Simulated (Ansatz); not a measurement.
We consider cubic perovskite CsPbBr3 (cubic high-temperature phase), described by PBEsol+SOC (Ansatz, a first-principles code, plane waves, PAW).

Settings: plane-wave cutoff 520 eV, 6×6×6 k mesh, Fermi–Dirac smearing 0.01 eV, PAW data made under PBE.

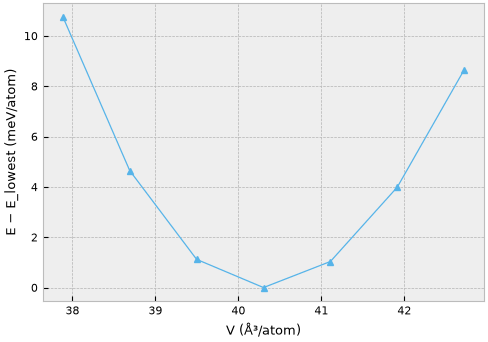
*Total energy against volume*

Q: From the curve, estimate the equilibrium volume and the bulk modulus.

A: V0 ≈ 40.3 Å³/atom and B0 ≈ 21 GPa; the fit gives V0 = 40.306 Å³/atom, B0 = 21.2 GPa, B′ = 4.3.

Note: the relaxation could not lower the start's symmetry, so the cell can be a saddle point above a distorted one.

Computed values are for the static lattice.
